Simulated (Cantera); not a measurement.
A closed system holds: 1 mol Si, a varied amount of Cl2, equilibrated at 750 °C and 0.133 bar.

These are equilibrium values from Cantera (NASA tables, ideal gas, pure condensed phases), not measurements of a reactor. Candidate condensed phases: Si; 9 gas species. The tables' values for SiCl3 are old estimates; treat these amounts as uncertain. Kinetics and transport are ignored.

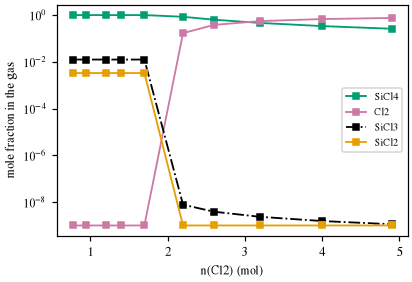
*Equilibrium gas composition (values under 1e-9 drawn at 1e-9)*

From 0.77 mol Cl2 to 1.7 mol Cl2 the condensed part is Si(s). From 2.2 mol Cl2 to 4.9 mol Cl2 nothing is condensed. The main Si-bearing gas is SiCl4 throughout.
